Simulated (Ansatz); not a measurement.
C$_{2}$H$_{8}$AsN: several calculations on one system

## 1. Relaxation

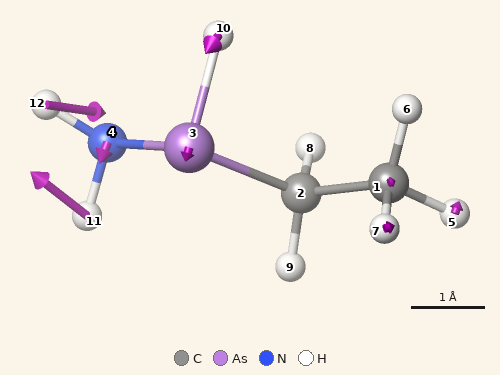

This is a relaxation of C2H8AsN. The starting structure is drawn; purple arrows show the displacements, at their true length. The two geometries are superimposed by the best rigid fit.

A ball-and-stick model, seen at a tilt.

The run prepares an end point of a later path (inversion) calculation, from a guessed geometry.

The calculation used RHF/def2-SVPD (Ansatz 0.2.0). Settings: no spin polarisation; force threshold 0.015 eV/Å; at most 40 steps.

> Atoms of which element are displaced furthest, and by how much?

Hydrogen: up to 1.18 Å, against 0.32 Å for nitrogen.

> Describe the change and its energy.

Over 15 accepted moves (17 points after the start) the energy falls by 57.2 kJ/mol. Largest force component: 2.7 eV/Å at the start, 0.013 eV/Å at the end. The line search rejected the trial steps at points 7, 13 of the run. The atom that moves furthest after the best rigid fit is H12 (1.18 Å). Largest moves by element: H 1.18 Å, N 0.32 Å, As 0.21 Å, C 0.11 Å. Among the contacts that change: As3–H10 1.610 → 1.521 Å, N4–H11 1.077 → 1.000 Å, C1–H5 1.168 → 1.091 Å, C1–C2 1.496 → 1.527 Å. Among the angles between lasting bonds that change: N4–As3–H10 91.3° → 100.5°, As3–N4–H11 107.8° → 114.6°, As3–N4–H12 112.1° → 117.8°. Groups turn about As3–N4 by about 95°.

## 2. Relaxation

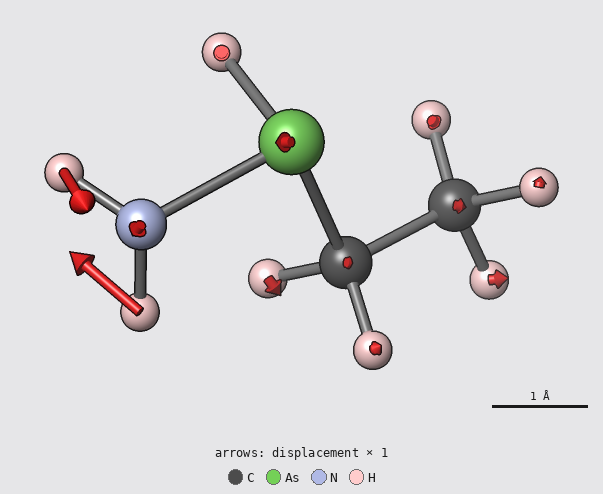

This is a relaxation of C₂H₈AsN. The starting structure is drawn; red arrows show the displacements, at their true length. The two geometries are superimposed by the best rigid fit.

A ball-and-stick model, seen at a tilt.

The run prepares an end point of a later path (inversion) calculation, from a guessed geometry.

All numbers below come from Ansatz 0.2.0, RHF/def2-SVPD.

The input:
```yaml
crystal:
  periodic: [false, false, false]
  atoms:
    - { symbol: C, position_ang: [-0.0492, 1.7961, -0.2522] }
    - { symbol: C, position_ang: [-0.5358, 0.3885, -0.1162] }
    - { symbol: As, position_ang: [0.9955, -0.8051, -0.2909] }
    - { symbol: "N", position_ang: [0.1105, -2.3027, 0.3236] }
    - { symbol: H, position_ang: [-0.9799, 2.4996, -0.194] }
    - { symbol: H, position_ang: [0.6301, 2.1201, 0.531] }
    - { symbol: H, position_ang: [0.3996, 1.9999, -1.2537] }
    - { symbol: H, position_ang: [-0.9711, 0.2627, 0.8702] }
    - { symbol: H, position_ang: [-1.2622, 0.1563, -0.8673] }
    - { symbol: H, position_ang: [1.5271, -0.4667, 1.1903] }
    - { symbol: H, position_ang: [-0.92557, -2.04023, 0.45843] }
    - { symbol: H, position_ang: [0.47282, -2.62151, 1.21673] }
basis:
  gaussian: { orbitals: def2-SVPD }
hamiltonian:
  xc: hf
relax:
  f_tol: 0.015
  max_steps: 40
```

Run as
```bash
ansatz run input.yaml --threads 2 --pin off --max-ram 3072MiB --backend cpu --events-out ev --progress --plain --runs-dir out
```

**Atoms of which element are displaced furthest, and by how much?**

Hydrogen: up to 1.07 Å, against 0.24 Å for arsenic.

**What did the optimiser do to the structure, and how much energy did it gain?**

The energy falls by 0.747 eV in 10 geometry steps. Largest force component: 2.9 eV/Å at the start, 0.0066 eV/Å at the end. H12 moves most after the best rigid fit: 1.07 Å. Largest moves by element: H 1.07 Å, As 0.24 Å, N 0.22 Å, C 0.14 Å. Near-neighbour distances that change, for instance: As3–H10 1.610 → 1.521 Å, C1–H5 1.168 → 1.091 Å, N4–H11 1.077 → 1.001 Å, C1–C2 1.496 → 1.527 Å. Bond angles that change, for instance: As3–N4–H11 107.8° → 117.8°, N4–As3–H10 91.3° → 100.5°, C1–C2–As3 108.2° → 113.1°. Groups turn about As3–N4 by about 75°.

## 3. Path

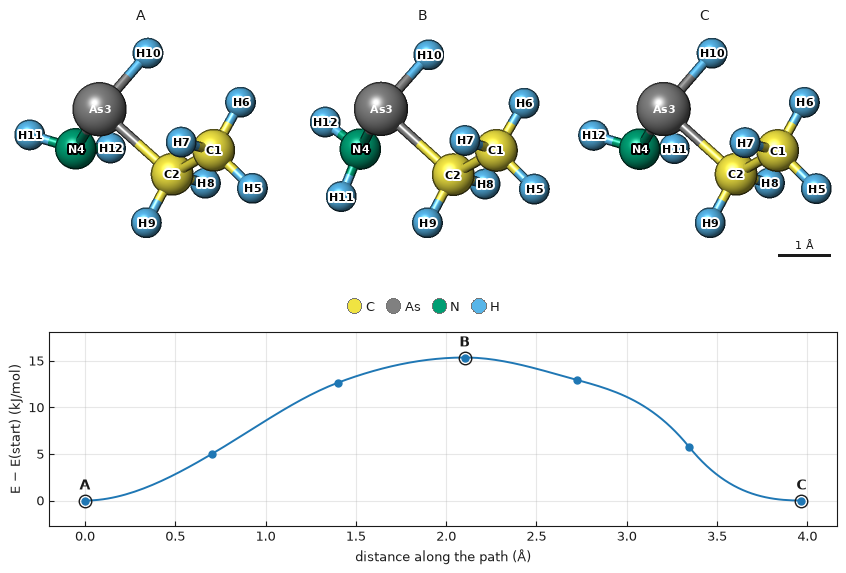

NEB run on C2H8AsN. Images are numbered from 0 (start) to 6 (end). Frames A to C are images 0, 3, 6. The picture is a ball-and-stick view, seen from a free direction.

The calculation used Ansatz, RHF/def2-SVPD. Run with 5 movable images; climbing image; force threshold 0.05 eV/Å; iteration limit 60; starting path by image-dependent pair potential.

What happens along the path, and what is the barrier?

Answer. The barrier is about 15.4 kJ/mol in both directions, with image 3 at the top; the ends have the same energy. The motion is an umbrella inversion at N4. No bond forms or breaks between the ends. Among the angles between lasting bonds that change up to the highest image: As3–N4–H12 117.8° → 112.1°, N4–As3–H10 100.5° → 95.5°. The band is converged. At the top, the vibrational analysis gives one imaginary mode (168i cm⁻¹), as a transition state must have.

Cost: 5.9 min on 2 threads of Arm Neoverse V1 (shared host), peak memory 0.48 GiB.
